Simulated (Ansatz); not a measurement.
**Profile along the Cu–Cu line in CuAu (CuAu type, space group P4/mmm)**

CuAu (CuAu type, space group P4/mmm)

```cif
data_AuCu
_chemical_formula_sum 'Cu1 Au1'
_space_group_name_H-M_alt 'P4/mmm'
_space_group_IT_number 123
_space_group_name_Hall '-P 4 2'
_cell_length_a 2.88152
_cell_length_b 2.88152
_cell_length_c 3.61476
_cell_angle_alpha 90.000
_cell_angle_beta 90.000
_cell_angle_gamma 90.000
loop_
_atom_site_label
_atom_site_type_symbol
_atom_site_symmetry_multiplicity
_atom_site_Wyckoff_symbol
_atom_site_fract_x
_atom_site_fract_y
_atom_site_fract_z
_atom_site_occupancy
Cu1 Cu 1 d 0.50000 0.50000 0.50000 1
Au1 Au 1 a 0.00000 0.00000 0.00000 1
```

Fields along a shortest Cu–Cu line of a (001) plane (2.88 Å), from Cu to Cu, interpolated on the slice's grid (step about 0.1 Å). These are PBE (plane waves to 420 eV, PAW, scalar-relativistic; Ansatz, a quantum-chemistry and plane-wave program) values and carry that method's errors. k mesh 16×16×13. These are valence fields of a PAW run, semicore shells included where kept as valence: close to a nucleus they are smooth pseudo fields. CuAu is run without spin polarisation. CuAu was relaxed with its symmetry unable to fall. Spin-orbit coupling is left out, though Au is heavy.

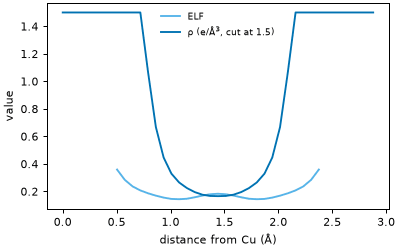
Figure: ELF (away from the nuclei) and valence density from Cu to Cu.

Density on the Cu–Cu line (2.88 Å) at its midpoint: 0.17 e/Å³. ELF at that point: 0.18.
